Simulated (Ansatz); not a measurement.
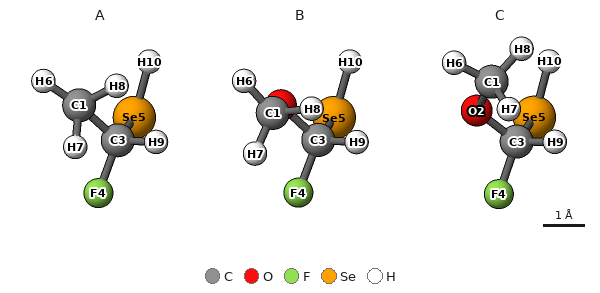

3 geometries from a converged minimum-energy path of C$_{2}$H$_{5}$FOSe, shuffled. The picture is a ball-and-stick view, seen from a free direction.

Level of theory: RKS PBE/def2-SVP (Ansatz). Settings: 7 movable images; climbing image; force threshold 0.05 eV/Å; iteration limit 60; starting path through a guess of the saddle point.

### Which frame is the transition state?

C. In order along the path, whose images run from 0 to 8: B (image 0, 0.00 kcal/mol), A (image 1, +0.45 kcal/mol), C (image 3, +2.04 kcal/mol). The motion is a rotation about the O2–C3 bond by about 90°, with a turn of about 105° about C3–Se5. No bond forms or breaks between the ends. Among the angles between lasting bonds that change up to the highest image: O2–C3–Se5 109.7° → 112.5°, C1–O2–C3 113.9° → 116.1°.

The run took 2.2 min on 2 threads of Arm Neoverse V1, with other jobs on the host, peak memory 0.17 GiB.
